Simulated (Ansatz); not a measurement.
System: ClFGe$_{4}$H$_{9}$···H.

| atom | x (Å) | y (Å) | z (Å) |
| --- | --- | --- | --- |
| Ge | -0.2070 | -0.2724 | -0.0570 |
| Ge | -0.5039 | 2.0600 | 0.1368 |
| Ge | 0.2178 | -1.1747 | -2.2628 |
| Ge | -0.3810 | -1.6023 | 1.9582 |
| F | -2.0574 | 0.2907 | -0.2641 |
| H | 1.6201 | 1.8702 | 0.4203 |
| Cl | 2.2680 | 0.1795 | 0.3413 |
| H | -1.1025 | 2.7071 | 1.3946 |
| H | -0.7490 | 2.9560 | -1.0870 |
| H | 1.2272 | 2.6542 | 0.4437 |
| H | 1.2895 | -2.2662 | -2.1595 |
| H | -1.0872 | -1.7585 | -2.8249 |
| H | 0.7137 | -0.0363 | -3.1643 |
| H | 0.7005 | -2.6888 | 1.9353 |
| H | -1.7769 | -2.2388 | 2.0219 |
| H | -0.1720 | -0.6796 | 3.1675 |

A transition-state structure; geometry: PBE0-D4/def2-TZVP.

Computed with RKS PBE0-D4/def2-TZVPP (Ansatz 0.2.0).

> What will maps of the electron density and electron localisation function show?

H6···H10 (0.88 Å): the density falls to about 1.2 e/Å³ on the way; the ELF is about 1 at the midpoint.
Ge–F (1.95 Å): ρ at the midpoint is about 0.61 e/Å³; the ELF peaks at about 0.85 in the valence shell of F, 0.6 Å from its nucleus, and is about 0.25 at the midpoint.
Ge–Ge (2.36 Å): ρ at the midpoint is about 0.63 e/Å³; the ELF peaks at about 0.85 between the atoms, as expected for a shared electron pair.
Ge–Cl (2.55 Å): ρ at the midpoint is about 0.36 e/Å³; the ELF peaks at about 0.85 in the valence shell of Cl, 0.9 Å from its nucleus, and is about 0.50 at the midpoint.

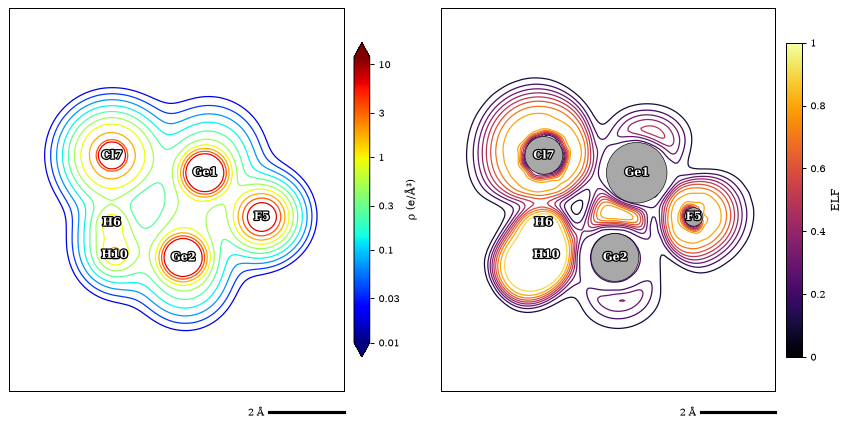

Computed electron density and electron localisation function on the plane of atoms Ge1, Ge2 and H10, in this order. Grey discs cover the atomic cores in the ELF map. 
